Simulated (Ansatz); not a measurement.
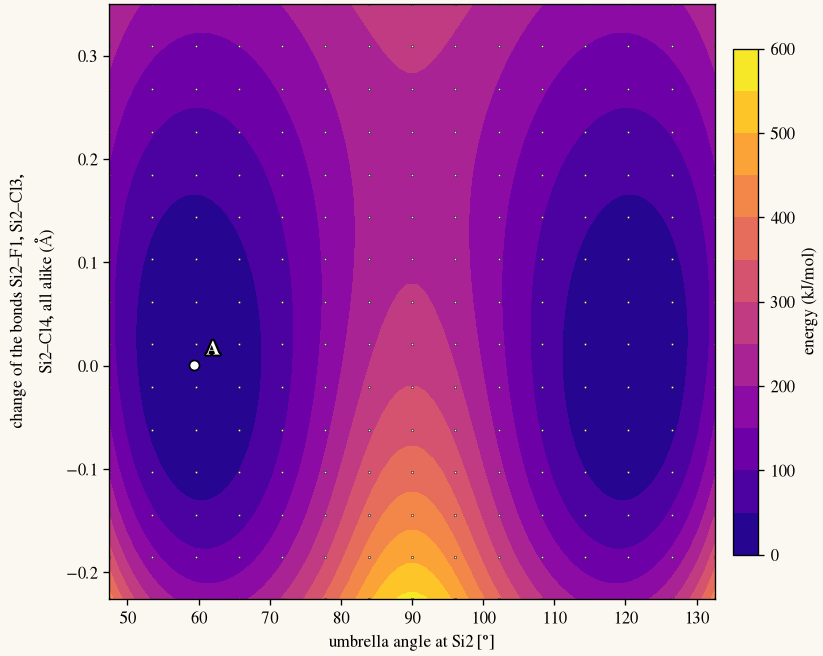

Cl2FSi, SMILES F[Si-](Cl)Cl, charge −1. The first coordinate is: umbrella angle at Si2 (between each of its bonds and their common axis; 90 is planar); the second: change of the bonds Si2–F1, Si2–Cl3, Si2–Cl4, all alike. Nothing is relaxed (all other coordinates rigid). Grid: 15 × 15 points; 120 points were computed and 105 follow by symmetry. Points are written as (first, second). All energies are given in kJ/mol relative to the relaxed molecule at the same level. These are results of RHF/def2-SVPD (Ansatz 0.2.0), not measurements.

Drawn: filled contours, dots at the grid points, the point A. Between grid points the surface is interpolated.

Find the lowest pass out of the well at A.

Answer. The easiest path leads from the well at about (59°, 0.00 Å) to a well of about the same depth at about (121°, 0.00 Å). Its highest point lies about 240 kJ/mol above the bottom of the first well on the interpolated surface, at about (90°, 0.17 Å). The start is the relaxed structure and all else is held, so a fully relaxed path at this level can only be lower.

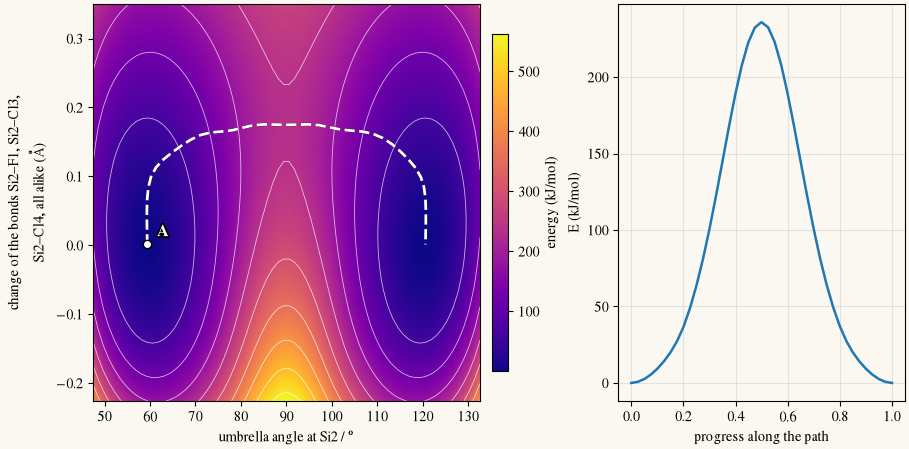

Drawn: a smooth colour map with a few white contour lines, a line along the lowest path, the energy along the path at the right. Between grid points the surface is interpolated.
